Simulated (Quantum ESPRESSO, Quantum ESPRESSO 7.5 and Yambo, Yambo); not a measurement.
## Si3N4 (Fd-3m): G0W0 on several meshes in Yambo

Aim: the GW shift of Si3N4 (Fd-3m) against the k mesh.

Method: PBE and many-body steps on it, plane waves, in Quantum ESPRESSO 7.5 and Yambo 5.3.0.

## 1. Starting point

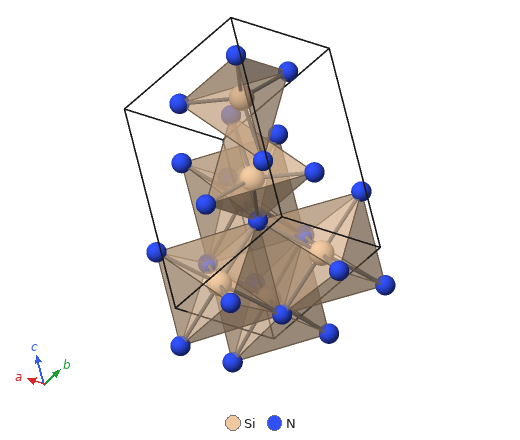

Start, viewed slightly off an axis; silicon light orange, nitrogen blue. Some periodic images of atoms are drawn too.

The cell and positions are those that the Materials Project relaxed with its own functionals (PBE, PBE+U or r2SCAN), kept fixed. This is not the form that Si3N4 usually takes at ambient conditions.

## 2. Empty states on the mesh, 2×2×2 mesh, 121 bands

This step: Quantum ESPRESSO 7.5; DFT, PBE, plane waves, norm-conserving pseudopotentials.

The sums over transitions need many empty states on a uniform mesh; this step solves for them.

pw.in

```
&control
  calculation = 'nscf'
  prefix = 'x'
  outdir = 'o'
  pseudo_dir = 'pseudo'
/
&system
  ibrav = 0
  nat = 14
  ntyp = 2
  ecutwfc = 72.0
  nbnd = 121
  force_symmorphic = .true.
/
&electrons
  conv_thr = 1e-9
  electron_maxstep = 80
  diago_full_acc = .true.
  diago_thr_init = 5e-6
/
ATOMIC_SPECIES
  Si 28.085 Si.upf
  N 14.007 N.upf
CELL_PARAMETERS angstrom
  -0.0000000000 3.8937180000 3.8937180000
  3.8937180000 0.0000000000 3.8937180000
  3.8937180000 3.8937180000 -0.0000000000
ATOMIC_POSITIONS crystal
  Si 0.1250000000 0.1250000000 0.6250000000
  Si 0.1250000000 0.6250000000 0.1250000000
  Si 0.6250000000 0.1250000000 0.1250000000
  Si 0.1250000000 0.1250000000 0.1250000000
  Si 0.7500000000 0.7500000000 0.7500000000
  Si 0.5000000000 0.5000000000 0.5000000000
  N 0.3675630000 0.3675630000 0.3675630000
  N 0.3526890000 0.8824370000 0.8824370000
  N 0.8824370000 0.8824370000 0.3526890000
  N 0.8824370000 0.3526890000 0.8824370000
  N 0.3675630000 0.3675630000 0.8973110000
  N 0.3675630000 0.8973110000 0.3675630000
  N 0.8824370000 0.8824370000 0.8824370000
  N 0.8973110000 0.3675630000 0.3675630000
K_POINTS automatic
  2 2 2 0 0 0
```

On the command line:

```sh
$ OMP_NUM_THREADS=1 mpirun -n 8 pw.x -nk 4 -in pw.in > pw.out
```

What it wrote:

```text
Program PWSCF v.7.5 starts

     This program is part of the open-source Quantum ESPRESSO suite
     for quantum simulation of materials; please cite
         "P. Giannozzi et al., J. Phys.:Condens. Matter 21 395502 (2009);
         "P. Giannozzi et al., J. Phys.:Condens. Matter 29 465901 (2017);
         "P. Giannozzi et al., J. Chem. Phys. 152 154105 (2020);
     in publications or presentations arising from this work. More details at

     Atomic positions and unit cell read from directory:
     o/x.save/

     Message from routine setup:
[...]
[... 4 further rows ...]
[...]
49.0466

          k =-0.7071 0.0000 0.0000 (  8232 PWs)   bands (ev):

[...]
32.0071  32.0071  32.0474  32.0474  33.3599  33.3599  34.8910  34.8910
     [... 4 further rows ...]
    46.5367  46.5367  47.1349  47.1349  48.1839  48.1839  48.5841  48.5841
    49.0971

     highest occupied, lowest unoccupied level (ev):    10.9469   14.3533

     XML data file, pseudopotentials, collected wavefunctions

=------------------------------------------------------------------------------=
   JOB DONE.
=------------------------------------------------------------------------------=
```

It took 5.5 s on 8 MPI ranks of Arm Neoverse V2, shared host; peak memory 0.71 GiB; 43 s of CPU time.

Numbers from this step:

```yaml
gap: 3.406 eV
k_of_the_valence_top: 0, 0, 0
k_of_the_conduction_bottom: 0, 0, 0
least_direct_gap: 3.406 eV
k_points_computed: 3
lowest_point_of_the_top_converged_band_above_the_valence_top: 38.10 eV
```

On this mesh the gap is 3.406 eV.

The density comes from a self-consistent run that is not shown.

## 3. Conversion and set-up

This step: Yambo 5.3.0; conversion and set-up on PBE, plane waves, norm-conserving pseudopotentials.

The states are converted to the many-body program's format and the q mesh is built.

On the command line:

```sh
$ (cd o/x.save; p2y > p2y.log; mv SAVE ../..); yambo > setup.log
```

What it wrote:

```text
 Yambo, version 5.3.0

 [02] CORE Variables Setup
 =========================

  [02.01] Unit cells
  ==================

  Cell kind             :  FCC
  Atoms in the cell     :  Si  N
  number of Si atoms    :   6
  number of N  atoms    :   8

  List of atomic masses
  Mass of Si    :  28.08500
  Mass of N     :  14.00700

  List of atomic coordinates    : [cc]
  Si1       :  5.518545  5.518545  1.839515  order 1
  Si2       :  5.518545  1.839515  5.518545  order 2
  Si3       :  1.839515  5.518545  5.518545  order 3
  Si4       :  1.839515  1.839515  1.839515  order 4
[...]
0.000000  0.000000  0.000000  0.000000  0.000000  0.000000  0.000000  0.000000

 [03] Transferred momenta grid and indexing
 ==========================================

 IBZ Q-points                                      :  3
 BZ  Q-points                                      :   8

 K/Q-points units:
 rlu = crystal or reduced units; cc = cartesian coordinates; iku = interal k-units

 Q [1]          [rlu]:  0.000000  0.000000  0.000000
 Q [2]          [rlu]: -0.45615E-16  0.98957E-17 -0.50000
 Q [3]          [rlu]: -0.20954E-17 -0.50000     -0.50000

  [03.01] X indexes
  =================

   [03.01.01] Sigma indexes
   ========================

 [06] Game Over & Game summary
```

It took 2.9 s on 1 MPI rank; peak memory 0.27 GiB.

## 4. 2×2×2

G0W0 replaces the xc potential by the self-energy, built once from these orbitals. Only a window of levels is corrected, while the sums run over the empty bands that the input names.

This step: G0W0 on PBE, plane waves, norm-conserving pseudopotentials.

gw13.in

```
HF_and_locXC
gw0
dyson
ppa
em1d
rim_cut
RandQpts= 1000000
RandGvec= 1 RL
EXXRLvcs= 72 Ry
VXCRLvcs= 288 Ry
Chimod= "HARTREE"
% BndsRnXp
 1 | 121 |
%
NGsBlkXp= 7 Ry
% LongDrXp
 1 | 1 | 1 |
%
% GbndRnge
 1 | 121 |
%
DysSolver= "n"
ExtendOut
PPAPntXp= 27.21138 eV
% QPkrange
 1 | 1 | 31 | 34 |
%
```

On the command line:

```sh
$ OMP_NUM_THREADS=2 mpirun -n 4 yambo -F gw13.in -J gw13 -C gw13 > gw13.log
```

What it wrote:

```text
 Yambo, version 5.3.0

 [02] CORE Variables Setup
 =========================

  [... cell, symmetries and grids as in the set-up ...]

  [02.05] Energies & Occupations
  ==============================

  [X] === General ===
  [X] Electronic Temperature                        :  0.000000  0.000000 [eV K]
  [X] Bosonic    Temperature                        :  0.000000  0.000000 [eV K]
  [X] Finite Temperature mode                       : no
  [X] El. density                                   :  0.54207E+24 [cm-3]
  [X] Fermi Level                                   :  10.94685 [eV]

  [X] === Gaps and Widths ===
  [X] Conduction Band Min                           :  3.406484 [eV]
  [X] Valence Band Max                              :  0.000000 [eV]
  [X] Filled Bands                                  :   32
  [X] Empty Bands                                   :   33  121
  [X] Direct Gap                                    :  3.406484 [eV]
  [X] Direct Gap localized at k                     :  1
  [X] Indirect Gap                                  :  3.406484 [eV]
  [X] Indirect Gap between kpts                     :  1  1
  [X] Last valence band width                       :  0.389845 [eV]
  [X] 1st conduction band width                     :  3.279768 [eV]

 [03] Transferred momenta grid and indexing
 ==========================================

 IBZ Q-points                                      :  3
 BZ  Q-points                                      :   8

 K/Q-points units:
 rlu = crystal or reduced units; cc = cartesian coordinates; iku = interal k-units

 Q [1]          [rlu]:  0.000000  0.000000  0.000000
 Q [2]          [rlu]: -0.45615E-16  0.98957E-17 -0.50000
 Q [3]          [rlu]: -0.20954E-17 -0.50000     -0.50000

 [04] Coloumb potential Random Integration (RIM)
 ===============================================

  [04.01] RIM initialization
  ==========================

  * Diagonal components only detected *

  8 x (sBL volume)        :  0.311329 [a.u.]
  sBZ random points       :  1000000
  Points outside the sBZ  :   7996195
  RL volume               :  0.311329 [a.u.]
  Integrated volume       :  0.311477 [a.u.]

  [04.02] RIM integrals
  =====================

  Gamma point sphere radius             :  0.122939 [a.u.]
  Points outside the sphere             :   799659
  [Int_sBZ(q=0) 1/q^2]*(Vol_sBZ)^(-1/3) =:  7.764404
                                 should be <:  7.795600

  Summary of Coulomb integrals for non-metallic bands |Q|[au] RIM/Bare

  Q [1] 0.100000E-4 0.995998 * Q [2] 0.369758 1.063913
  Q [3] 0.426959 1.063520

 [05] Dipoles
 ============

  [05.01] Setup: observables and procedures
  =========================================

  [WARNING] [x,Vnl] slows the Dipoles computation. To neglect it rename the ns.kb_pp file

 [06] Dynamic Dielectric Matrix (PPA)
 ====================================

 [WR./gw13//ndb.pp]--------------------------------------------------------------
  Brillouin Zone Q/K grids (IBZ/BZ)                :   3   8   3   8
  RL vectors                                       :   9409 [WF]
  Coulomb cutoff potential                         : none
  Electronic Temperature                           :  0.000000 [K]
  Bosonic    Temperature                           :  0.000000 [K]
  PPA    diel. fun.  energies                      : Perdew, Burke & Ernzerhof(X)+Perdew, Burke & Ernzerhof(C)
  wavefunctions                                    : Perdew, Burke & Ernzerhof(X)+Perdew, Burke & Ernzerhof(C)
  Global Gauge                                     : length
  X matrix size                                    :  283
  X band range                                     :    1  121
  X e/h energy range                               : -1.000000 -1.000000 [eV]
  X Time ordering                                  : R
  X Hxc Kernel                                     : HARTREE
  X Drude frequency                                :  0.000000  0.000000
  X poles                                          :  100.0000 [o/o]
  RL vectors in the sum                            :   9409
  [r,Vnl] included                                 : yes
  Field direction                                  :  0.577350E-5  0.577350E-5  0.577350E-5
  BZ energy Double Grid                            : no
  BZ energy DbGd points                            : 0
  BZ Q point size factor                           : -1.000000
  X Optical Averaged directions                    : none

 [07] Local Exchange-Correlation + Non-Local Fock
 ================================================

 [VXC] Plane waves :   65763
 [EXS] Plane waves :   8291

 QP @ state[ 1 ] K range:  1  1
 QP @ state[ 1 ] b range:   31   34

 [xc] Functional : Perdew, Burke & Ernzerhof(X)+Perdew, Burke & Ernzerhof(C)
 [xc] LIBXC used to calculate xc functional
  PP Number of Atomic Species                      :  2
  NLCC RL compoments                               :   65763
  PP Number of Atomic Species                      :  2
  NLCC RL compoments                               :   65763

 [xc] E_xc :  -28.79472 [Ha]
      E_xc :  -57.58944 [Ry]

  Local XC kind (lXC) : Perdew, Burke & Ernzerhof(X)+Perdew, Burke & Ernzerhof(C)
  Non-Local XC kind (nlXC) : Hartree-Fock

  Corrections @ K [1] :  [eV]
 <31|nlXC|31> = -21.29024 -0.39390E-17 <31|lXC|31> = -17.70620 -0.18882E-15
 <32|nlXC|32> = -21.29022 -0.18596E-18 <32|lXC|32> = -17.70619  0.18882E-15
 <33|nlXC|33> = -6.485921  0.23191E-18 <33|lXC|33> = -11.33484 -0.18882E-15
 <34|nlXC|34> = -6.485906  0.22327E-17 <34|lXC|34> = -11.33483 -0.18882E-15

 [08] Dyson equation: Newton solver
 ==================================

  [08.01] G0W0 (W PPA)
  ====================

  [  GW  ] Bands range     :    1  121
  [GW/PPA] G damping       :  0.100000 [eV]

  QP @ state[ 1 ] K range:  1  1
  QP @ state[ 1 ] b range:   31   34

   Sc/G bands                                       :    1  121
   Sc/G damping                                     :  0.100000 ev
   Sc bands terminator                              : no
   Sx RL components                                 :   8291

   QP @ state[ 1 ] K range                          :  1  1
   QP @ state[ 1 ] b range                          :   31   34
   GF energies kind                                 : Perdew, Burke & Ernzerhof(X)+Perdew, Burke & Ernzerhof(C)
   GF WF`s kind                                     : Perdew, Burke & Ernzerhof(X)+Perdew, Burke & Ernzerhof(C)
   Xs energies kind                                 : Perdew, Burke & Ernzerhof(X)+Perdew, Burke & Ernzerhof(C)
   Xs WF`s kind                                     : Perdew, Burke & Ernzerhof(X)+Perdew, Burke & Ernzerhof(C)

 [11] Game Over & Game summary
```

It took 11 s on 4 MPI ranks; peak memory 1.6 GiB.

Numbers from this step:

```
G0W0 gap on the points computed              : 4.308 eV
starting gap on the mesh                     : 3.406 eV
k of the valence top                         : 0, 0, 0
k of the conduction bottom                   : 0, 0, 0
least direct G0W0 gap on the computed points : 4.308 eV
Z at the valence top                         : 0.8152
Z at the conduction bottom                   : 0.8455
```

The gap on the mesh goes from 3.41 eV to 4.31 eV, a correction of +0.90 eV.

## 5. Empty states on the mesh, 6×6×6 mesh, 121 bands

This step: Quantum ESPRESSO 7.5; DFT, PBE, plane waves, norm-conserving pseudopotentials.

pw.in, as its differences from that of step 2:

```diff
@@ -43,2 +43,2 @@
 K_POINTS automatic
-  2 2 2 0 0 0
+  6 6 6 0 0 0
```

On the command line:

```sh
$ OMP_NUM_THREADS=1 mpirun -n 8 pw.x -nk 4 -in pw.in > pw.out
```

What it wrote:

```text
[banner, memory and clock lines left out]
Program PWSCF v.7.5 starts

     Atomic positions and unit cell read from directory:
     o/x.save/

     Message from routine setup:
     using ibrav=0 with symmetry is DISCOURAGED, use correct ibrav instead

     bravais-lattice index     =            0
     lattice parameter (alat)  =      10.4059  a.u.
     unit-cell volume          =     796.7463 (a.u.)^3
     number of atoms/cell      =           14
     number of atomic types    =            2
     number of electrons       =        64.00
[...]
49.2876

          k = 0.1179 0.1179-0.1179 (  8201 PWs)   bands (ev):

[...]
[... 4 further rows ...]
[...]
48.1385

          k = 0.2357 0.2357-0.2357 (  8186 PWs)   bands (ev):

[...]
31.1647  31.2904  31.6037  31.6037  32.8636  32.8636  33.6017  34.1269
     [... 4 further rows ...]
    45.2498  46.0901  46.4927  46.4927  46.9529  47.5883  47.5883  47.8508
    47.8509

          k =-0.3536-0.3536 0.3536 (  8242 PWs)   bands (ev):

     [... further k-points ...]

     highest occupied, lowest unoccupied level (ev):    10.9844   14.3533

     XML data file, pseudopotentials, collected wavefunctions
```

The job ended after 22 s (8 MPI ranks; peak memory 0.82 GiB).

This step gave:

- gap: 3.369 eV
- k of the valence top: 0, 0.1667, -0.1667
- k of the conduction bottom: 0, 0, 0
- least direct gap: 3.406 eV
- k points computed: 16
- lowest point of the top converged band, above the valence top: 36.87 eV

On this mesh the gap is 3.369 eV.

(Continued in part 2 of 2.)

[Paths, hosts, dates, memory and timing lines, banners, echoed tables and standing remarks are left out of the program output.]

[Logs are printed without paths, hosts, clocks, repeated set-up lines and the standing remarks that a program may print on its own settings, such as how far it seeks lower states.]

[Runs of the session that timed out or met a known fault of the program may be left out.]

[Hosts, paths, dates, database ids (printed as entryN), source tags and the programs' standing remarks are cut or masked in the printed files.]
